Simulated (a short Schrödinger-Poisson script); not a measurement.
System: gated Al0.4Ga0.6N/GaN polarisation-induced gas, at 77 K.

| layer | material | thickness (nm) | Na (cm⁻³) |
|---|---|---|---|
| 1 | Al0.4Ga0.6N | 25 | - |
| 2 | GaN | 6000 | 1e15 |

The device is made up for the run: typed textbook-type constants, with dimensions and the other settings drawn at random. Al0.4Ga0.6N: permittivity 9.26, conduction-band edge (eV) 0.58, gap (eV) 4.258, electron mass (mₑ) 0.248, Nv at 300 K (cm⁻³) 4.6e19. GaN: permittivity 9.5, conduction-band edge (eV) 0, gap (eV) 3.43, Nv at 300 K (cm⁻³) 4.6e19.

Channel valleys (confinement mass, in-plane density-of-states mass, number): Γ 0.2, 0.2, 1. At the gate the conduction-band edge of layer 1 lies 1.36 eV − eVg above the Fermi level of the channel; the field vanishes at the back. Sheet of polarisation charge: +2e13 e/cm² at 25 nm from the gate. The barrier under the gate holds no holes. Gaps are held at their typed values at every temperature. Mesh 0.08 nm at interfaces.

Solved with a short Schrödinger-Poisson script written for these runs: 1D Poisson equation in equilibrium, electrons quantum, Hartree (BenDaniel-Duke, 40 states a valley, the channel's in-plane mass for all, wave functions free to enter the barrier), parabolic valleys, classical holes, full ionisation, no traps, pinning or gate leakage.

Only gate voltages with over 1e8 electrons/cm² are shown.

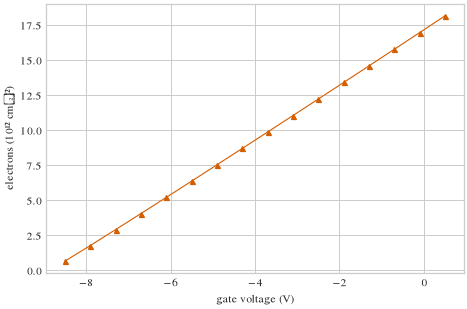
*Sheet density against gate voltage*

```
Vg (V)  electrons (cm⁻²)  in the channel layer  C (μF/cm²)  Γ E0 (meV)  Γ E1 (meV)
------  ----------------  --------------------  ----------  ----------  ----------
0.5              1.82e13               1.65e13       0.319      -190.4       -26.3
-0.1             1.70e13               1.56e13       0.318      -179.2       -23.2
-0.7             1.58e13               1.46e13       0.317      -167.9       -20.3
-1.3             1.46e13               1.36e13       0.316      -156.4       -17.5
-1.9             1.34e13               1.26e13       0.316      -144.8       -14.7
-2.5             1.22e13               1.16e13       0.315      -133.1       -12.1
-3.1             1.11e13               1.05e13       0.314      -121.3        -9.4
-3.7             9.88e12               9.47e12       0.313      -109.3        -6.7
-4.3             8.71e12               8.40e12       0.312       -97.2        -3.9
-4.9             7.54e12               7.31e12       0.311       -85.0        -1.0
-5.5             6.38e12               6.21e12       0.310       -72.6         2.1
-6.1             5.22e12               5.11e12       0.309       -60.0         5.6
-6.7             4.06e12               4.00e12       0.307       -47.2         9.6
-7.3             2.92e12               2.88e12       0.305       -34.1        14.3
-7.9             1.78e12               1.77e12       0.301       -20.7        19.6
-8.5             6.69e11               6.66e11       0.291        -5.4        25.8
```

Subbands count from the Fermi level.
